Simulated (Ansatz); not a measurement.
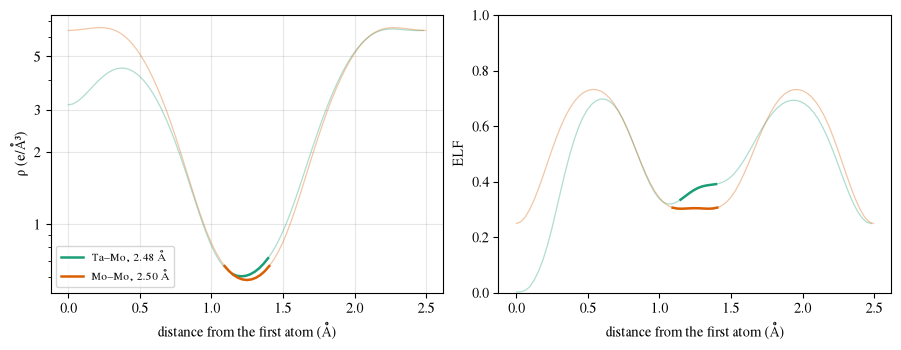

Figure. TaMo4. Valence pseudo-density and ELF along straight lines between neighbouring atoms. Thin, pale parts lie inside the atomic spheres.

Space group P-43m; a structure generated by program, which may or may not match a known phase; computed without spin polarisation.

Method: DFT PBE, scalar-relativistic, plane waves, PAW (Ansatz).

The density is the valence pseudo-density of a PAW calculation; it isn't the true density close to the nuclei.

### Compare the contacts.

Ta–Mo (2.48 Å): ρ at the midpoint is about 0.61 e/Å³; the ELF is about 0.35 at the midpoint.
Mo–Mo (2.50 Å): ρ at the midpoint is about 0.59 e/Å³; the ELF is about 0.30 at the midpoint.
